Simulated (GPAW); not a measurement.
# Dielectric function and optical constants of KTaO3, part 2 of 2

Aim: the dielectric function of KTaO3, and the optical constants that follow from it.

GPAW 26.7.0; DFT, PBE, plane-wave PAW (GPAW data sets), scalar-relativistic, RPA, optical limit.

So far. Step 2 (Ground state): There is a gap, 2.18 eV on this mesh (points off the mesh can give less), so no carriers' term is needed.

## 4. Dielectric function, RPA

Local fields let the induced charge screen the field inside the cell, which as a rule lowers ε, most along directions where the density is uneven.

This step: DFT, PBE, plane-wave PAW (GPAW data sets), scalar-relativistic, RPA, optical limit (GPAW 26.7.0).

Input file df.py:

```python
from gpaw.response.df import DielectricFunction

df = DielectricFunction('full.gpw', frequencies={'type': 'nonlinear', 'domega0': 0.03, 'omega2': 8},
                        ecut=50,
                        eta=0.15,
                        nbands=50,
                        txt='df.txt')
for direction in ['x']:
    df.get_dielectric_function(xc='RPA', direction=direction, filename=f'df_{direction}.csv')
```

Command:

```console
$ OMP_NUM_THREADS=1 python df.py
```

Numbers of over 12 decimals in the logs are rounded to 6 here.

Log:

```text
Using integrator: PointIntegrator
NonLinearFrequencyDescriptor(from 0.000 to 98.221 eV, 539 points)
Nonperiodic BCs:  [False False False]
Using integrator: PointIntegrator
NonLinearFrequencyDescriptor(from 0.000 to 98.221 eV, 539 points)
Nonperiodic BCs:  [False False False]

Calculating chi0 body with:
    Ground state adapter containing:
    Number of spins: 1
    Number of kpoints: 343
    Number of irreducible kpoints: 20
    Number of completely occupied states: 20
    Number of partially occupied states: 20

    Linear response parametrization:
    q_c: [0.0, 0.0, 0.0]
    Number of frequency points: 539
    Planewave cutoff: 50.0
    Number of bands: 50
    Number of planewaves: 57
    Broadening (eta): 0.15

Integrating chi0 body.

Symmetries of q_c:
    Direct symmetries (Uq -> q): 48
    Indirect symmetries (TUq -> q): 0
In total 48 allowed symmetries.

20 groups of equivalent kpoints. 94.169096% reduction.

Integral kind: spectral function

Calculating chi0 optical extensions with:
    Ground state adapter containing:
    Number of spins: 1
    Number of kpoints: 343
    Number of irreducible kpoints: 20
    Number of completely occupied states: 20
    Number of partially occupied states: 20

    Linear response parametrization:
    Number of frequency points: 539
    Planewave cutoff: 50.0
    Number of bands: 50
    Number of planewaves: 57
    Broadening (eta): 0.15
Integrating chi0 head and wings.

Symmetries of q_c:
    Direct symmetries (Uq -> q): 48
    Indirect symmetries (TUq -> q): 0
In total 48 allowed symmetries.

20 groups of equivalent kpoints. 94.169096% reduction.

Integral kind: spectral function wings
```

Run time: 7.9 s. Hardware: 1 thread of AMD EPYC 9R14 (Zen 4), shared host; peak memory 0.34 GiB.

Read-outs, printed or worked out from the files:

| Item | Value |
| --- | --- |
| electronic dielectric constant ε∞, mean over x, y and z (by symmetry where fewer were run) | 4.780 |

Some rows of df_x.csv (energy; Re and Im without local fields; Re and Im with them):

```text
0.000000, 4.960826, 0.000000, 4.780202, 0.000000
0.429336, 4.984074, 0.016518, 4.801971, 0.015459
0.878195, 5.061687, 0.036388, 4.874539, 0.033978
1.347938, 5.215755, 0.064686, 5.018120, 0.060135
1.840057, 5.498469, 0.115740, 5.280023, 0.106761
2.356191, 6.072272, 0.262733, 5.806038, 0.238928
2.898142, 7.003870, 1.706853, 6.667893, 1.523212
3.467895, 6.525064, 1.482960, 6.204883, 1.310893
4.067647, 6.288638, 7.041410, 6.712700, 6.194882
4.699832, 3.771805, 2.250258, 3.763044, 2.150296
5.367152, 3.011233, 6.920003, 4.191828, 6.789776
6.072622, 1.484906, 4.842327, 2.115690, 5.265972
6.819608, 1.357904, 0.956280, 0.875174, 1.318986
7.611886, 3.050911, 1.821059, 2.683712, 1.909820
8.453705, 2.831896, 2.561855, 2.516212, 2.662287
9.349861, 1.955437, 3.961481, 1.599761, 4.026819
10.305790, 0.989173, 3.127378, 0.711762, 3.121590
11.327680, 0.163501, 2.095119, -0.285221, 2.025622
12.422601, 0.888695, 2.023596, 0.565176, 1.657232
13.598673, 0.913043, 1.687059, 0.756858, 1.471185
```

The Im ε, E ∥ x has structure finer than the step of the table below, so its rows give means over 0.5 eV, whole bins alone (the curve runs from 0 to 14.0 eV). Peaks (eV: height): 3.14: 2.20, 4.11: 6.46, 5.37: 6.79, 6.12: 5.35, 8.33: 3.15, 9.22: 4.60, 10.81: 4.78.

Sum at mesh points, not converged in k; values under the direct gap are tails of Lorentzian lines. Table of Im ε, E ∥ x by photon energy; means over each step:

```csv
photon energy (eV),"Im ε, E ∥ x"
0.5,0.0183
1.0,0.0402
1.5,0.0726
2.0,0.136
2.5,0.398
3.0,1.74
3.5,1.53
4.0,4.79
4.5,3.62
5.0,3.27
5.5,5.66
6.0,4.63
6.5,2.93
7.0,1.19
7.5,1.68
8.0,2.03
8.5,2.64
9.0,3.87
9.5,3.86
10.0,3.77
10.5,3.35
11.0,3.63
11.5,1.98
12.0,1.65
12.5,1.62
13.0,1.61
13.5,1.56
```

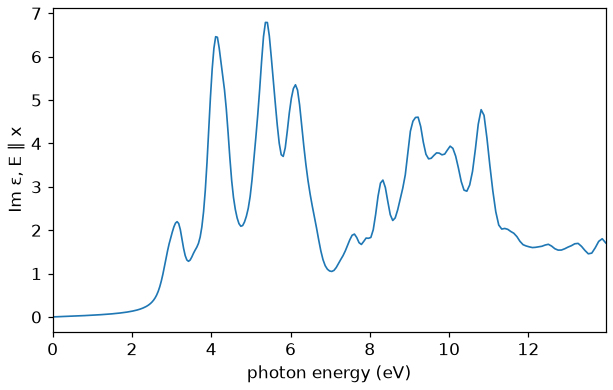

Im ε, E ∥ x, plotted against photon energy.

The reflectivity at normal incidence, E ∥ x has structure finer than the step of the table below, so its rows give means over 1 eV, whole bins alone (the curve runs from 0 to 14.0 eV). Peaks (eV: height): 4.1: 28.6, 5.4: 29.4, 6.2: 28.5, 8.3: 16.6, 9.2: 23.0, 11.0: 34.0.

Sum at mesh points, not converged in k. Reflectivity at normal incidence, E ∥ x against photon energy; means over each step:

```csv
photon energy (eV),"reflectivity at normal incidence, E ∥ x (%)"
1,14.3
2,16.0
3,19.0
4,24.2
5,21.0
6,24.5
7,9.96
8,12.7
9,18.6
10,20.3
11,26.3
12,15.4
13,11.4
```

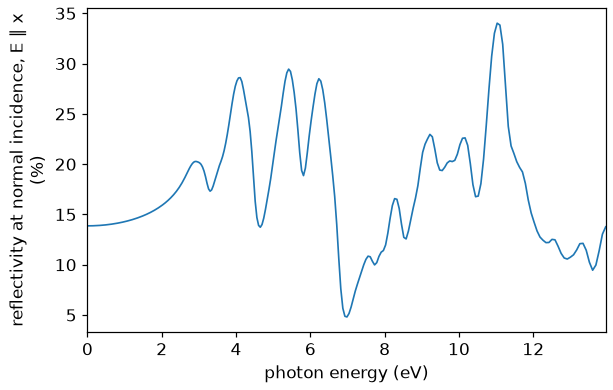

Reflectivity at normal incidence, E ∥ x, plotted against photon energy.

The loss function −Im 1/ε at q → 0, E ∥ x has structure finer than the step of the table below, so its rows give means over 1 eV, whole bins alone (the curve runs from 0 to 14.0 eV). Peaks (eV: height): 4.5: 0.190, 6.8: 0.559, 10.4: 0.310, 11.9: 0.596.

Sum at mesh points, not converged in k; values under the direct gap are tails of Lorentzian lines. Loss function −Im 1/ε at q → 0, E ∥ x against energy loss; means over each step:

```csv
energy loss (eV),"loss function −Im 1/ε at q → 0, E ∥ x"
1,0.00170
2,0.00493
3,0.0341
4,0.0805
5,0.103
6,0.203
7,0.310
8,0.155
9,0.164
10,0.249
11,0.316
12,0.560
13,0.543
```

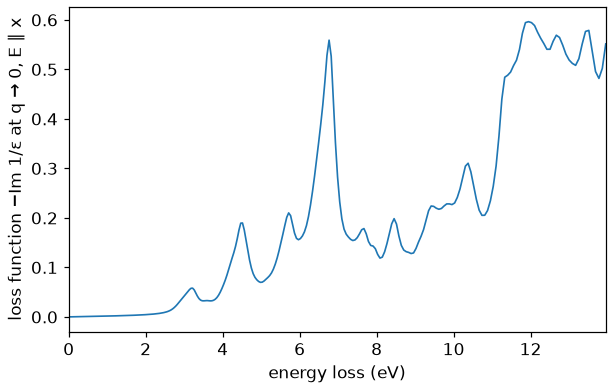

Loss function −Im 1/ε at q → 0, E ∥ x against energy loss.

The Im ε, E ∥ x has structure finer than the step of the table below, so its rows give means over 1 eV, whole bins alone (the curve runs from 0 to 14.0 eV). Peaks (eV: height): without local fields 3.1: 2.42, 4.1: 7.12, 5.4: 6.92, 6.1: 4.84, 8.3: 3.04, 9.2: 4.48, 10.8: 4.70; with local fields 3.1: 2.20, 4.1: 6.46, 5.4: 6.79, 6.1: 5.35, 8.3: 3.15, 9.2: 4.60, 10.8: 4.78.

Sum at mesh points, not converged in k; values under the direct gap are tails of Lorentzian lines. The Im ε, E ∥ x by photon energy; means over each step:

```csv
photon energy (eV),without local fields,with local fields
1,0.0445,0.0415
2,0.167,0.153
3,1.52,1.36
4,4.40,3.98
5,4.15,3.87
6,3.91,4.45
7,1.17,1.52
8,2.12,2.20
9,3.45,3.52
10,3.58,3.57
11,3.24,3.24
12,1.97,1.71
13,1.93,1.60
```

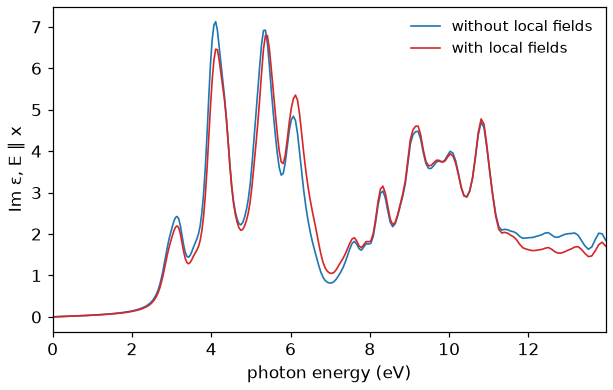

Im ε, E ∥ x against photon energy.

At chosen wavelengths:

```csv
wavelength (nm),n,k,R (%),1/α
1064,2.23,0.011,14.4,7.7 µm
800,2.26,0.017,14.9,3.8 µm
450,2.58,0.171,19.6,209 nm
405,2.54,0.411,20.0,78 nm
365,2.44,0.268,18.0,109 nm
308,2.89,0.991,28.3,25 nm
193,1.28,1.274,25.0,12 nm
```

Below the direct gap, k and the depth come from the tails of the Lorentzian lines, not from transitions.

Rows near the edge hang on the gap, which this functional as a rule makes too small, and phonon-assisted absorption is left out.

## 5. Outcome

```json
{
  "electronic dielectric constant ε∞, mean over x, y and z (by symmetry where fewer were run) (RPA)": "4.78"
}
```

In words: At this level (PBE, RPA) KTaO3 has ε∞ = 4.78 and n = 2.20 at 1550 nm. On the mesh the gap is 2.24 eV and the least direct gap 2.80 eV, so on this mesh the band edges lie at different points. Local fields change the static value along x from 4.96 to 4.78 (-4 %). Excitons and phonon-assisted transitions are missing; PBE gaps are as a rule too small, which pulls the onset down and ε∞ up. Spin-orbit coupling is left out although heavy atoms are present. In this version of GPAW the matrix elements of the optical limit are incomplete, which can lower ε − 1 by up to a tenth where first-row anions or d states rule, and shift it by more in d metals. The sum runs over mesh points 0.23 Å⁻¹ apart with no interpolation, so peaks are partly noise of the mesh and static values carry its error.

[Machine, clock and banner lines and Python warnings are left out of the logs.]

[Logs are printed without paths, hosts, clocks, repeated set-up lines and the standing remarks that a program may print on its own settings, such as how far it seeks lower states.]

[Hosts, paths, dates, database ids (printed as entryN), source tags and the programs' standing remarks are cut or masked in the printed files.]
